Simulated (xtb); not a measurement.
CH7BBrP: geometry relaxation (part 3 of 3)

CH7BBrP; GFN1-xTB, GBSA solvent ch2cl2 (xtb 6.7.1). The starting geometry was optimised with GFN1-xTB.

Geometry of the input (Å):
```
C  -0.4612  0.6027  -1.3930
B  -0.7060  -0.2971  -0.1004
P  0.9284  -0.5087  1.0156
Br -1.5902  0.7172  1.4800
H  0.1480  0.0768  -2.1303
H  0.0316  1.5483  -1.1631
H  -1.4176  0.8356  -1.8633
H  -1.1901  -1.3790  -0.2576
H  2.1454  -1.1318  0.7154
H  1.4307  0.6729  1.4913
H  0.6811  -1.1369  2.2054
```

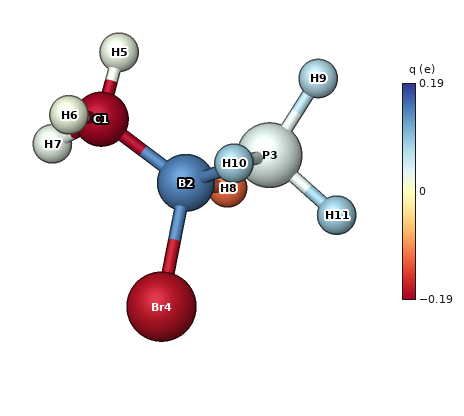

*Mulliken charges, as the colour of each atom (ball-and-stick view, seen at a tilt; atoms are numbered from 1 in the order of the input).*

By element: C −0.18, B +0.14, P +0.03, Br −0.17 and H −0.11 to +0.08 e.

**Key numbers**

```tsv
quantity	value
outcome	converged
electrons treated	26
total energy	−13.850420 hartree
dispersion energy	−0.004342 hartree
solvation energy	−0.012996 hartree
basis functions	42
HOMO	−10.74 eV
LUMO	−5.17 eV
dipole moment	5.13 D
peak memory	0.07 GiB
```

Settings chosen away from the usual ones: method = gfn1-xtb; task = optimise; x = {"surface_grid": "tight"}; geo = {"prev": "A"}; sm = GBSA; solvent = ch2cl2.
